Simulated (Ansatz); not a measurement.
Input file:

```
crystal:
  periodic: [false, false, false]
  atoms:
    - {symbol: C, position_ang: [0.346628, 0.291001, -0.072322]}
    - {symbol: Ga, position_ang: [-1.104499, -1.045520, 0.234092]}
    - {symbol: S, position_ang: [-3.144907, -0.251531, 0.722249]}
    - {symbol: H, position_ang: [1.317887, -0.185551, -0.260400]}
    - {symbol: H, position_ang: [0.069637, 0.910890, -0.940017]}
    - {symbol: H, position_ang: [0.420210, 0.936558, 0.817423]}
    - {symbol: H, position_ang: [-2.757907, 1.044729, 0.668845]}
basis:
  gaussian: {orbitals: def2-TZVPD}
total_charge: 0
magnetization: {spin_polarized: true, initial_magnetization: 1}
hamiltonian: {xc: pbe0}
output: {forces: true, orbitals: {seedname: orbitals}}
```

Run with:

```sh
ansatz run input.yaml --threads 2 --pin off --max-ram 4350MiB --events-out events.jsonl --progress --plain --runs-dir runs
```

Geometry: PBE0-D3(BJ)/def2-SVP.

Computed with isolated molecule in a Gaussian basis; Kohn-Sham density functional theory, functional PBE0 in Ansatz.

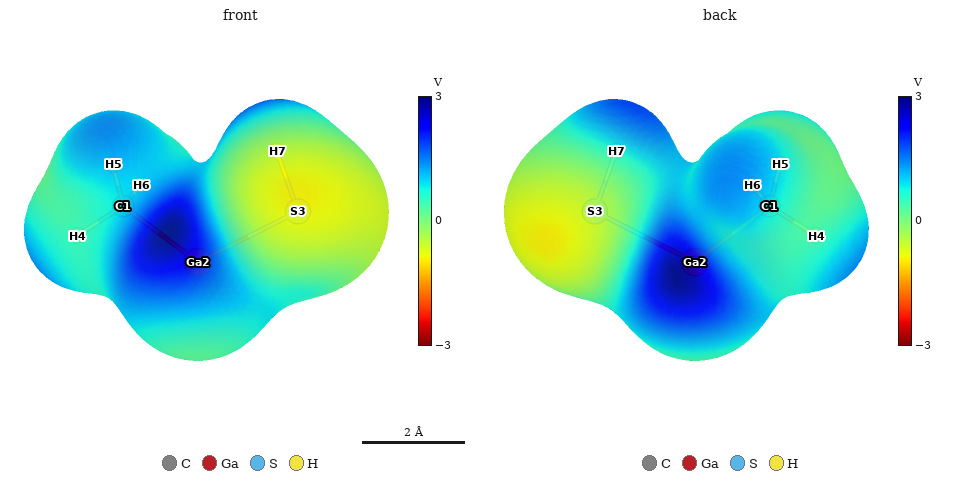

CH4GaS (SMILES [CH3][Ga][SH]) (doublet). The electrostatic potential painted on the density surface at 0.004 e/bohr³, seen from the front and from behind; the colour scale runs from red (negative) to blue (positive).

Describe the electrostatic potential map.

Answer. The most negative region (about −0.9 V, or −21 kcal/mol for a unit charge) lies over S3, the most positive (about +2.9 V, or +67 kcal/mol for a unit charge) over Ga2.

How polar is the molecule by this calculation?

Answer. Its dipole moment is 2.05 D.
